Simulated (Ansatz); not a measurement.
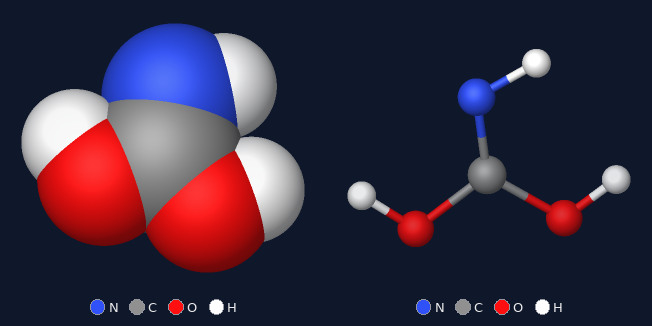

Two views of one molecule.

Give the formula.

Answer. CH3NO2, 7 atoms: 1 carbon, 3 hydrogen, 1 nitrogen and 2 oxygen.

Count the bonded pairs by element.

Answer. 2 C–O, 2 O–H, 1 C–N, 1 N–H.

Name some functional groups or characteristic bonds that it holds.

Answer. Among them: imine.

More results for the same structure follow; atom numbers are the same in all pictures, views and colours differ. The geometry was computed by an optimisation with PBE0-D4/def2-TZVP.

### Shape

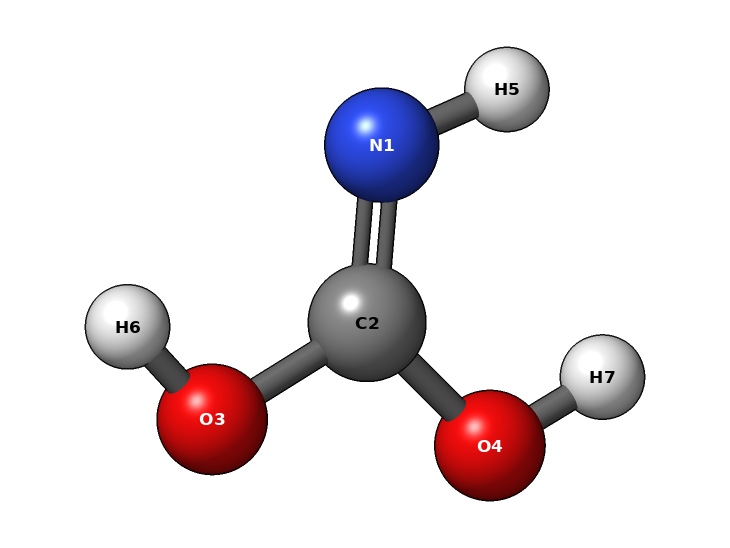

Atoms carry their numbers in the input.

Which atoms are bonded, and how long are the bonds?

```json
{"bond": "N1–C2", "length (Å)": "1.264", "order": "double"}
{"bond": "N1–H5", "length (Å)": "1.013", "order": "single"}
{"bond": "C2–O3", "length (Å)": "1.331", "order": "single"}
{"bond": "C2–O4", "length (Å)": "1.340", "order": "single"}
{"bond": "O3–H6", "length (Å)": "0.965", "order": "single"}
{"bond": "O4–H7", "length (Å)": "0.961", "order": "single"}
```

### Electronic properties

Method: RKS r2SCANh-D4/def2-TZVPP (Ansatz 0.2.0).

What is the HOMO–LUMO gap?

Answer. 7.78 eV.

Give the dispersion correction at this level.

Answer. −2.1 kJ/mol.

Give the HOMO energy (Kohn–Sham orbital) at this level.

Answer. −7.28 eV.

### Thermal motion

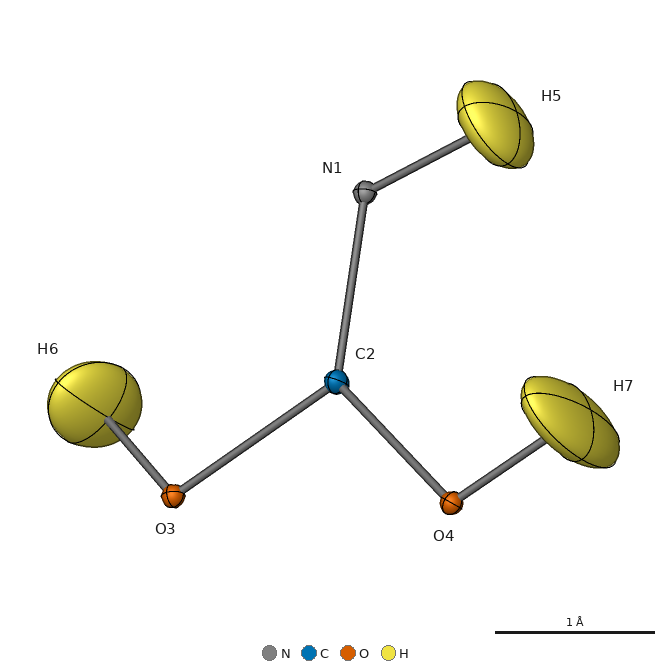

Displacement ellipsoids at the 50 % level, enlarged 1.5 times, from the internal vibrations of the free molecule (harmonic, no overall translation or rotation; no half-axis is drawn under 0.075 Å). Vibrations computed with RKS PBE0-D4/def2-TZVP (Ansatz 0.2.0). Temperature: 298 K.

Which atom moves most?

Answer. H7, with U_eq = 0.0228 Å².

Does H7 move more along its bond or across it?

Answer. Across it: the root-mean-square amplitude is 0.069 Å along the bond and up to 0.220 Å across, since bending and torsion are softer than stretching.

Give the displacement parameters, one line for each set of equivalent atoms.

| atom | U_eq (Å²) | rms amplitudes (Å) |
| --- | --- | --- |
| N1 | 0.00071 | 0.018, 0.029, 0.031 |
| C2 | 0.0011 | 0.030, 0.031, 0.040 |
| O3 | 0.00065 | 0.017, 0.027, 0.031 |
| O4 | 0.00069 | 0.020, 0.027, 0.031 |
| H5 | 0.0152 | 0.072, 0.130, 0.153 |
| H6 | 0.0177 | 0.069, 0.125, 0.181 |
| H7 | 0.0228 | 0.069, 0.123, 0.220 |

### Dipole moment

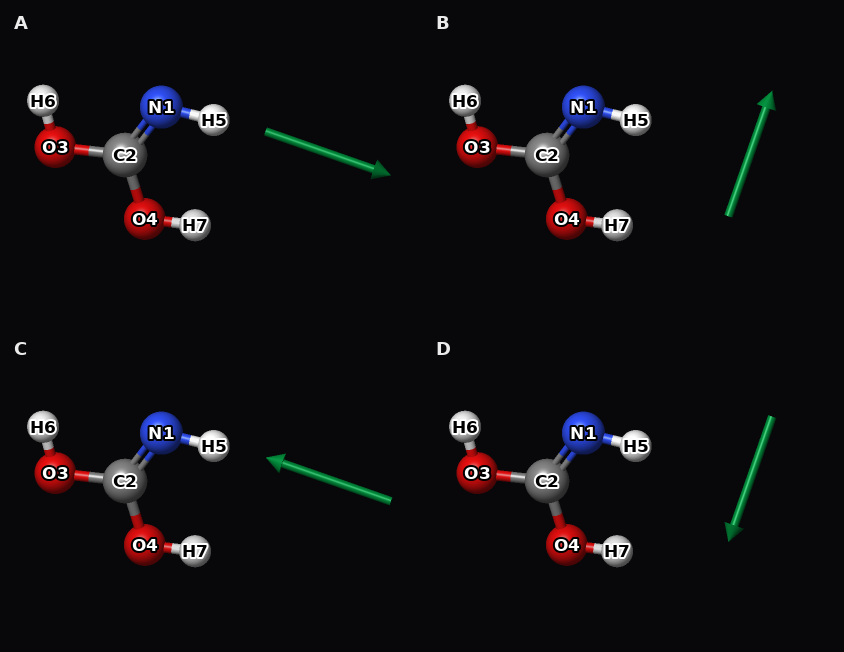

The same molecule four times, each with an arrow. Properties computed with RKS PBE-D4/def2-TZVPP (Ansatz 0.2.0).

Which arrow points along the dipole moment, from the negative to the positive end?

Answer. A. The dipole moment is 1.59 D; it points from the side of H6 to the side of H7 (the outermost atoms at the two ends).
